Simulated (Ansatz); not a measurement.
```sh
ansatz run in.yaml --threads 2 --pin off --events-out ev --progress --plain --max-ram 4352MiB
```

```yaml
crystal:
  periodic: [false, false, false]
  atoms:
    - {symbol: F, position_ang: [-0.996715, 1.473478, -0.048972]}
    - {symbol: B, position_ang: [0.261060, -0.925517, 0.089369]}
    - {symbol: Si, position_ang: [-1.251352, -0.296676, -0.929896]}
    - {symbol: Cl, position_ang: [0.995397, 0.235942, 1.336097]}
    - {symbol: H, position_ang: [0.758101, -2.007158, 0.040939]}
    - {symbol: H, position_ang: [0.453312, -0.332306, -1.144258]}
    - {symbol: H, position_ang: [-0.262611, 1.278925, 0.611535]}
basis:
  gaussian: {orbitals: def2-TZVPP}
hamiltonian: {xc: r2scan, dispersion: d4}
```

What structure does this define?

It has 7 atoms: 1 boron, 1 chlorine, 1 fluorine, 3 hydrogen and 1 silicon (BClFH₃Si). The point group is C1. Coordination, clear cases only: 1 F bent; 1 Si trigonal pyramidal.

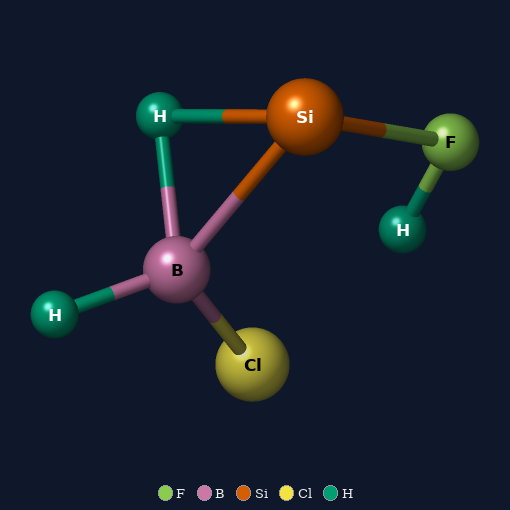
